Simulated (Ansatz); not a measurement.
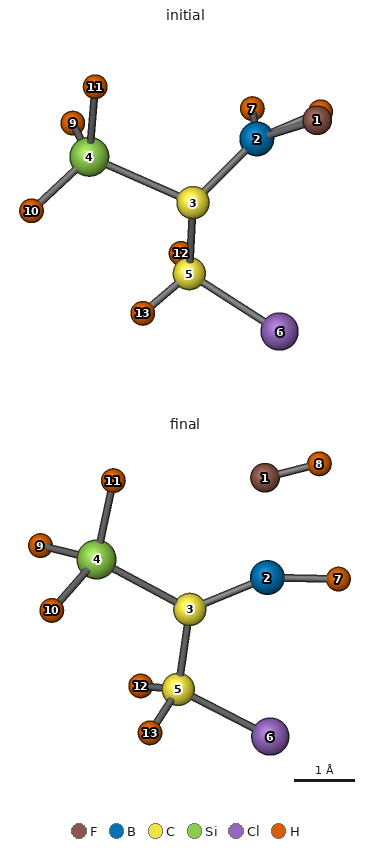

The structure of C₂H₇BClFSi before (top) and after (bottom) a relaxation, at one scale.

The picture is a ball-and-stick view, seen at a tilt.

The run prepares an end point of a later path (hydrogen shift) calculation, from a guessed geometry.

Method: RKS PBE/def2-SVP in Ansatz 0.2.0. (no spin polarisation; force threshold 0.02 eV/Å; at most 50 steps)

### Summarise the run.

The atom that moves furthest after the best rigid fit is H7 (2.00 Å). By element the largest moves are H 2.00 Å, F 1.24 Å, Cl 0.90 Å, C 0.56 Å, B 0.53 Å, Si 0.18 Å. Among the contacts that change: B2–H8 1.170 → 2.257 Å, F1–B2 1.407 → 1.875 Å, B2–C3 1.567 → 1.420 Å, Si4–H10 1.401 → 1.511 Å. Bonds break, among them: B2–H8 (1.17 → 2.26 Å), F1–B2 (1.41 → 1.87 Å). Among the angles between lasting bonds that change: C3–B2–H7 118.8° → 153.7°, B2–C3–Si4 111.2° → 124.9°, Si4–C3–C5 107.7° → 115.1°. The energy falls by 120.2 kcal/mol in 22 geometry steps. The largest force component goes from 13 to 0.013 eV/Å. The run took 51 s on 2 threads of Intel(R) Xeon(R) Platinum 8488C (Sapphire Rapids), with other jobs on the host, peak memory 0.2 GiB.
